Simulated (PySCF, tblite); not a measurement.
# Al25N25H10: electronic excitations

What do calculations give for the electronic excitations of Al25N25H10?

Computed with tblite 0.8.0 and PySCF 2.14.0 and routines of our own; the level stands in each step. Atoms count from 0.

## 1. The system as given

60 atoms, charge 0, multiplicity 1; geometry from: force field, distance geometry or constructed start.

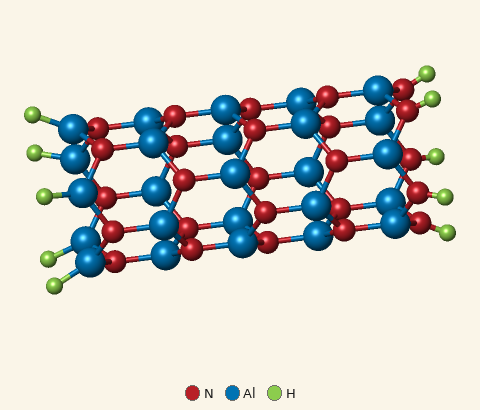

The starting geometry (nitrogen red, aluminium blue, hydrogen green); sticks join atoms by distance alone.

## 2. Optimising the geometry with GFN2-xTB

Job settings and geometry (Å):

```
{"job": {"kind": "relax", "xc": "GFN2-xTB", "basis": "xTB"}, "charge": 0, "multiplicity": 1}
N      2.015800     1.459200    -3.194400
Al     2.007700     1.463600    -5.003100
N      0.773300     2.361700    -5.896900
N     -0.768800     2.368400    -3.199000
Al    -0.769100     2.362800    -4.992800
N     -2.014200     1.460500    -5.900500
N     -2.485600     0.001700    -3.196100
Al    -2.482300     0.002700    -4.994700
N     -2.008200    -1.463100    -5.898300
N     -0.770900    -2.364800    -3.191200
Al    -0.770200    -2.365200    -4.998300
N      0.765600    -2.366000    -5.897900
N      2.007500    -1.460300    -3.187800
Al     2.013100    -1.461600    -4.998900
N      2.483500     0.005100    -5.897700
Al     2.483800     0.000600    -2.284800
N      2.011300     1.462900     2.218300
Al     2.009800     1.457600     0.413000
N      0.767500     2.365800    -0.485200
Al     0.770900     2.364900    -2.288400
N     -0.770400     2.367800     2.218900
Al    -0.769000     2.365500     0.413800
N     -2.007500     1.465600    -0.481100
Al    -2.015100     1.456700    -2.292600
N     -2.485200     0.002600     2.218300
Al    -2.491800    -0.000900     0.416500
N     -2.010200    -1.458700    -0.488400
Al    -2.011500    -1.460400    -2.289900
N     -0.767500    -2.363600     2.215400
Al    -0.767000    -2.363600     0.417400
N      0.771700    -2.363400    -0.488800
Al     0.766200    -2.362700    -2.290900
N      2.009900    -1.460900     2.215500
Al     2.013000    -1.462300     0.417700
N      2.486900     0.001800    -0.491000
Al     2.486200     0.002200     3.116200
Al     2.010100     1.461100     5.820100
N      0.769000     2.366500     4.919900
Al     0.769200     2.360100     3.119000
Al    -0.772900     2.367400     5.825400
N     -2.011000     1.458700     4.926300
Al    -2.005000     1.455400     3.122800
Al    -2.480800     0.001000     5.820600
N     -2.008300    -1.461500     4.920700
Al    -2.014600    -1.459300     3.121500
Al    -0.770000    -2.362400     5.820800
N      0.770500    -2.363900     4.921900
Al     0.767800    -2.361400     3.121400
Al     2.012500    -1.460600     5.824400
N      2.487600     0.000700     4.924500
H      0.916900     2.817500    -6.815100
H     -2.396300     1.747100    -6.818500
H     -2.403300    -1.746200    -6.818100
H      0.914400    -2.826400    -6.821200
H      2.970900    -0.000900    -6.816700
H      2.590800     1.885700     7.187500
H     -0.983200     3.040600     7.185000
H     -3.200400     0.007600     7.186200
H     -0.989700    -3.047000     7.190900
H      2.590400    -1.880700     7.185900
```

Launch:

```console
> OMP_NUM_THREADS=8 python large_run.py task.json out
```

The driver reads the jobs from task.json and runs them one after another.

The log of the run:

```text
step      E/eV     max force
  0   -2903.88479    1.946
  1   -2904.70050    1.239
  2   -2906.27092    2.099
  3   -2907.11746    1.038
  4   -2907.27134    0.483
  5   -2907.33481    0.342
  6   -2907.36993    0.312
  7   -2907.42469    0.436
  8   -2907.46988    0.414
  9   -2907.50246    0.249
 10   -2907.52009    0.269
 11   -2907.53410    0.262
 12   -2907.54861    0.205
 13   -2907.56480    0.230
 14   -2907.58598    0.251
 15   -2907.61187    0.275
 16   -2907.63566    0.252
 17   -2907.65245    0.183
 18   -2907.66416    0.205
 19   -2907.67466    0.213
 20   -2907.68229    0.132
 21   -2907.68617    0.077
 22   -2907.68842    0.076
 23   -2907.69093    0.097
 24   -2907.69411    0.096
 25   -2907.69677    0.067
 26   -2907.69808    0.040
 27   -2907.69867    0.039
 28   -2907.69919    0.039
 29   -2907.69984    0.045
 30   -2907.70055    0.051
 31   -2907.70140    0.052
 32   -2907.70261    0.066
 33   -2907.70459    0.075
 34   -2907.70767    0.097
 35   -2907.71203    0.144
 36   -2907.71829    0.196
 37   -2907.72872    0.236
 38   -2907.74874    0.275
 39   -2907.78156    0.367
 40   -2907.83781    0.515
 41   -2907.92122    0.595
 42   -2907.98011    0.428
 43   -2907.83808    1.141
 44   -2908.08399    0.376
 45   -2908.11995    0.289
 46   -2908.18700    0.262
 47   -2908.28708    0.516
 48   -2908.34527    0.597
 49   -2908.44525    0.561
 50   -2908.54013    0.431
 51   -2908.62430    0.433
 52   -2908.64816    0.454
 53   -2908.72639    0.388
 54   -2908.79540    0.443
 55   -2908.87012    0.305
 56   -2908.89000    0.184
 57   -2908.90098    0.115
 58   -2908.90560    0.092
 59   -2908.90845    0.089
 60   -2908.91150    0.091
 61   -2908.91500    0.087
 62   -2908.91875    0.089
 63   -2908.92232    0.117
 64   -2908.92562    0.124
 65   -2908.92903    0.102
 66   -2908.93330    0.086
 67   -2908.93833    0.104
 68   -2908.94359    0.144
 69   -2908.94873    0.144
 70   -2908.95364    0.099
 71   -2908.95738    0.083
 72   -2908.95960    0.067
 73   -2908.96070    0.054
 74   -2908.96120    0.030
 75   -2908.96149    0.021
 76   -2908.96174    0.028
 77   -2908.96200    0.031
 78   -2908.96229    0.026
 79   -2908.96248    0.018
```

Wall time 19 s (8 threads of Arm Neoverse V1, shared host); peak memory 0.18 GiB.

Along the way:

```
step  energy from step 0 (eV)  largest force (eV/Å)
   0                   0.0000                1.9461
   1                  -0.8157                1.2396
   2                  -2.3861                2.0986
   3                  -3.2327                1.0379
   4                  -3.3865                0.4841
   5                  -3.4500                0.3429
   6                  -3.4851                0.3121
   7                  -3.5399                0.4356
   8                  -3.5851                0.4142
  14                  -3.7012                0.2514
  20                  -3.7975                0.1320
  26                  -3.8133                0.0396
  32                  -3.8178                0.0659
  38                  -3.8639                0.2748
  44                  -4.1992                0.3757
  50                  -4.6553                0.4301
  56                  -5.0052                0.1840
  62                  -5.0340                0.0892
  68                  -5.0588                0.1444
  75                  -5.0767                0.0204
  76                  -5.0770                0.0275
  77                  -5.0772                0.0313
  78                  -5.0775                0.0259
  79                  -5.0777                0.0179
```

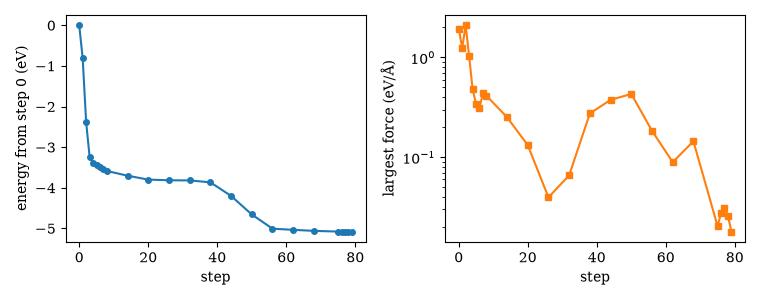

Energy and force, step by step.

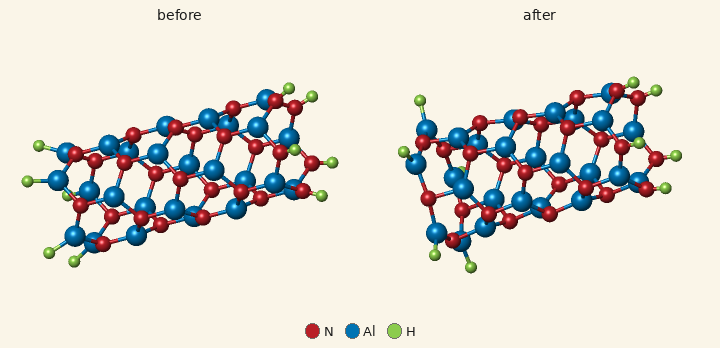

Before and after, at one scale.

Distances of close pairs at the start and the end, largest changes first:

```
     bond  before (Å)  after (Å)  change (Å)
Al38–Al39       3.115      2.690      -0.425
Al35–Al48       3.114      2.690      -0.424
Al47–Al48       3.109      2.689      -0.420
Al35–Al36       3.109      2.690      -0.419
Al44–Al45       3.107      2.688      -0.418
Al39–Al41       3.107      2.689      -0.418
Al45–Al47       3.107      2.690      -0.416
Al36–Al38       3.105      2.690      -0.416
```

The final coordinates are the input of the step that follows.

## 3. Electronic excitations: TDA PBE0/def2-SVP

Job settings and geometry (Å):

```
{"job": {"kind": "uv", "basis": "def2-SVP", "grid": 1, "kgrid": 0, "vcut": 1.5, "nstates": 6, "ntriplets": 2, "tda": true, "delta": [], "pop": true, "xc": "PBE0"}, "charge": 0, "multiplicity": 1}
N      2.175591     1.580745    -2.867103
Al     1.994095     1.449280    -4.666578
N      0.841366     2.589068    -5.462905
N     -0.827169     2.551783    -2.868742
Al    -0.761456     2.343871    -4.667858
N     -2.201108     1.598203    -5.464000
N     -2.678759    -0.000189    -2.866909
Al    -2.462822    -0.001537    -4.666970
N     -2.200937    -1.601935    -5.462485
N     -0.831365    -2.562468    -2.866035
Al    -0.762776    -2.348568    -4.665155
N      0.840055    -2.588977    -5.461308
N      2.167495    -1.575716    -2.867939
Al     1.990630    -1.447691    -4.666508
N      2.716460    -0.000873    -5.465104
Al     2.419794     0.001411    -2.015736
N      2.197377     1.605776     2.399536
Al     1.966825     1.433578     0.618726
N      0.828544     2.555910    -0.228144
Al     0.750414     2.304764    -2.015613
N     -0.837252     2.587352     2.402638
Al    -0.750107     2.317769     0.621686
N     -2.168755     1.581529    -0.225544
Al    -1.955478     1.423547    -2.013207
N     -2.701427     0.000859     2.399074
Al    -2.424666     0.002161     0.617440
N     -2.167051    -1.574573    -0.228895
Al    -1.956656    -1.425987    -2.016687
N     -0.843088    -2.592808     2.395194
Al    -0.750957    -2.318370     0.614908
N      0.830234    -2.559205    -0.230271
Al     0.747311    -2.306836    -2.017019
N      2.183754    -1.585234     2.394907
Al     1.960640    -1.428416     0.613236
N      2.678931     0.001633    -0.227567
Al     2.448564     0.007640     3.212578
Al     2.490491     1.810135     5.209265
N      0.837268     2.575530     5.032110
Al     0.758872     2.338181     3.220050
Al    -0.949683     2.926373     5.212609
N     -2.184979     1.589114     5.030047
Al    -1.978101     1.443255     3.218857
Al    -3.072744    -0.000874     5.204394
N     -2.190723    -1.593396     5.023389
Al    -1.982691    -1.447213     3.212678
Al    -0.952790    -2.928942     5.205225
N      0.834060    -2.575840     5.021751
Al     0.752336    -2.333552     3.211125
Al     2.486410    -1.807244     5.198119
N      2.706883     0.001687     5.022786
H      0.904693     2.775272    -6.459339
H     -2.362300     1.712791    -6.460375
H     -2.361743    -1.720305    -6.458403
H      0.899550    -2.773006    -6.458238
H      2.917464    -0.000829    -6.460638
H      3.734631     2.712839     5.242505
H     -1.424390     4.387700     5.247923
H     -4.608909     0.010813     5.232972
H     -1.427595    -4.390422     5.241623
H      3.731546    -2.708665     5.231405
```

Level: TDA PBE0/def2-SVP, vertical, gas phase, core orbitals frozen in the response, virtual orbitals cut by energy.

The log of the run:

```text
start: PBE on a coarse grid of 67734 points
cycle   1  E = -7426.4621936678  dE =  8.958e+00  |g| = 3.188e+00  |ddm| = 1.113e+01
cycle   2  E = -7414.0243532598  dE =  1.244e+01  |g| = 7.068e+00  |ddm| = 2.987e+01
cycle   3  E = -7426.2340973740  dE = -1.221e+01  |g| = 2.552e+00  |ddm| = 2.756e+01
cycle   4  E = -7428.7953531021  dE = -2.561e+00  |g| = 4.884e-01  |ddm| = 5.109e+00
cycle   5  E = -7428.7763512274  dE =  1.900e-02  |g| = 5.803e-01  |ddm| = 2.391e+00
cycle   6  E = -7428.8590589804  dE = -8.271e-02  |g| = 1.319e-01  |ddm| = 1.170e+00
cycle   7  E = -7428.8626914084  dE = -3.632e-03  |g| = 5.818e-02  |ddm| = 3.217e-01
cycle   8  E = -7428.8635525440  dE = -8.611e-04  |g| = 1.477e-02  |ddm| = 1.165e-01
cycle   9  E = -7428.8635929201  dE = -4.038e-05  |g| = 7.653e-03  |ddm| = 3.957e-02
final grid: 276767 points
cycle  10  E = -7430.7285106671  dE = -3.956e-02  |g| = 6.736e-02  |ddm| = 9.303e-01
cycle  11  E = -7430.7272162652  dE =  1.294e-03  |g| = 9.562e-02  |ddm| = 5.238e-01
cycle  12  E = -7430.7296942547  dE = -2.478e-03  |g| = 1.903e-02  |ddm| = 2.708e-01
cycle  13  E = -7430.7297646575  dE = -7.040e-05  |g| = 9.593e-03  |ddm| = 3.237e-02
cycle  14  E = -7430.7297835695  dE = -1.891e-05  |g| = 2.407e-03  |ddm| = 2.031e-02
cycle  15  E = -7430.7297852578  dE = -1.688e-06  |g| = 8.524e-04  |ddm| = 4.254e-03
cycle  16  E = -7430.7297789671  dE =  6.291e-06  |g| = 1.684e-04  |ddm| = 1.785e-03
cycle  17  E = -7430.7297818533  dE = -2.886e-06  |g| = 4.423e-05  |ddm| = 3.900e-04
converged SCF energy = -7430.7297818533

Static polarisability (au): isotropic 599.606, principal 533.563 534.012 731.244

Singlet excitations
state   eV       nm        f      main configurations
  1   3.0067    412.4   0.00000   H->L 0.93
  2   3.0111    411.8   0.00000   H-1->L 0.93
  3   3.4344    361.0   0.00990   H-2->L 0.93
  4   3.4446    359.9   0.00987   H-3->L 0.93
  5   3.5009    354.1   0.00000   H-4->L 0.76, H-5->L 0.13
  6   3.5029    353.9   0.00000   H-5->L 0.76, H-4->L 0.13

Triplet excitations (Tamm-Dancoff, eV): 2.9480 2.9526
```

Wall time 6.4 min (8 threads of Arm Neoverse V1, shared host); peak memory 6.1 GiB.

Frontier orbitals and where they lie:

```
orbital     eV                         atoms
 HOMO−4  -7.10    N2 26 %, N14 26 %, N5 10 %
 HOMO−3  -6.97  N37 21 %, N43 16 %, N46 14 %
 HOMO−2  -6.96  N40 20 %, N49 19 %, N46 10 %
 HOMO−1  -6.54  N43 29 %, N46 24 %, N40 15 %
   HOMO  -6.54  N37 29 %, N49 24 %, N40 15 %
   LUMO  -2.87  Al33 5 %, Al25 5 %, Al17 5 %
 LUMO+1  -2.36  Al15 6 %, Al27 6 %, Al31 6 %
 LUMO+2  -1.93  Al38 5 %, Al35 5 %, Al47 5 %
 LUMO+3  -1.74    Al13 5 %, Al7 5 %, Al1 5 %
```

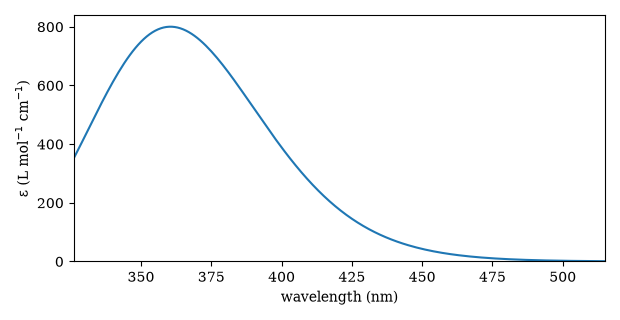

Absorption spectrum: each of the 6 states is a Gaussian band of 0.4 eV half-width at 1/e. Beyond the last state computed it falls off for lack of states.

Ground-state properties from the same run:

```
           property  computed
  dipole moment (D)     11.65
polarisability (Å³)     88.85
 HOMO–LUMO gap (eV)      3.67
      −ε(HOMO) (eV)      6.54
```

## 4. Outcome

| quantity | value |
| --- | --- |
| lowest singlet (PBE0/def2-SVP) | 3.01 eV (412 nm), f = 0.000 |
| brightest single state of those computed | state 3, 3.43 eV, f = 0.010 |
| lowest triplet | 2.95 eV |

In words: The lowest singlet, at 3.01 eV, is HOMO→LUMO 0.93 and is dark; of the 6 states computed, the strongest absorption comes from states 3 to 4 together at 3.43 eV. The lowest triplet lies 0.06 eV below the lowest singlet.
